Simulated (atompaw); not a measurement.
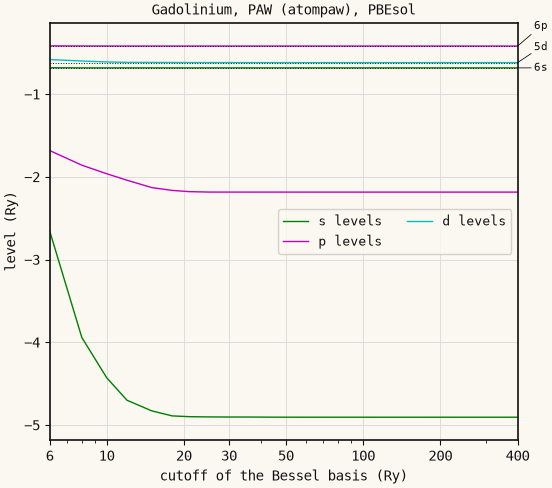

The pseudo-atom Hamiltonian at the reference potential is diagonalised in spherical Bessel functions (20 bohr box) up to the cutoff. Curves: the lowest levels of each channel that holds a bound state. Dotted lines: the all-electron valence levels.

```
Element                 : Gd (Z = 64)
Generator               : atompaw 4.2.0.5
Type                    : PAW
Functional              : PBEsol
Relativity              : scalar-relativistic
Frozen core             : [Xe] 4f7
Valence charge          : 3
Reference configuration : 5d1 6s1 6p0 (charge +1)
Partial waves           : 6s (bound): rc 3.00 bohr; 6s channel at -0.35 Ry: rc 3.00 bohr; 6p (bound, empty): rc 3.00 bohr; 6p channel at 0.55 Ry: rc 3.00 bohr; 5d (bound): rc 3.00 bohr; 5d channel at -0.05 Ry: rc 3.00 bohr
Local potential         : troulliermartins scheme with l = 3 at 0 Ry, radius 2.95 bohr
Core correction         : smooth core density matched at 2.15 bohr
Augmentation charge     : sinc compensation charge, radius 2.85 bohr; PAW radius 3.00 bohr; waves and projectors: custom polynom2 7 10 vanderbiltortho
```

Check the spectrum for spurious states.

Answer. Ghost states below the valence levels: s at -66.8 eV, p at -29.7 eV. A ghost is a curve that settles on no dotted line: a bound state with no counterpart among the valence levels. In Ry: s -4.91, p -2.19.

Does the ghost need a high cutoff to show?

Answer. The lowest s curve lies clearly below the lowest valence level of its channel already at the lowest cutoff, 6 Ry, and ends at -4.91 Ry.

Read the all-electron valence levels.

Answer. 6s: -0.68 Ry; 6p: -0.42 Ry; 5d: -0.62 Ry.
